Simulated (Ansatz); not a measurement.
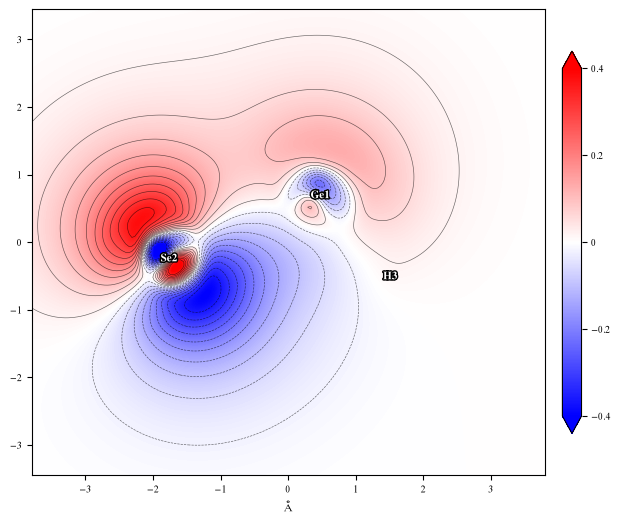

Figure. GeH3Se (doublet). The HOMO (β) on the plane of atoms Se2, Ge1 and H3 (values in Å⁻³ᐟ²; the overall sign is arbitrary).

Method: UKS BLYP/def2-mTZVP in Ansatz 0.2.0.

```yaml
atoms:
  - { symbol: Ge, position_ang: [-0.7312, -0.4275, 0.3179] }
  - { symbol: Se, position_ang: [0.6378, 1.4836, -0.2636] }
  - { symbol: H, position_ang: [0.1588, -1.7186, 0.1661] }
  - { symbol: H, position_ang: [-1.8092, -0.4378, -0.8261] }
  - { symbol: H, position_ang: [1.7939, 1.0266, 0.5644] }
```

### What is the character of this orbital?

Its weight (Hirshfeld) is mainly on Se2 (about 75 %) and Ge1 (about 20 %). Its energy is −6.10 eV.
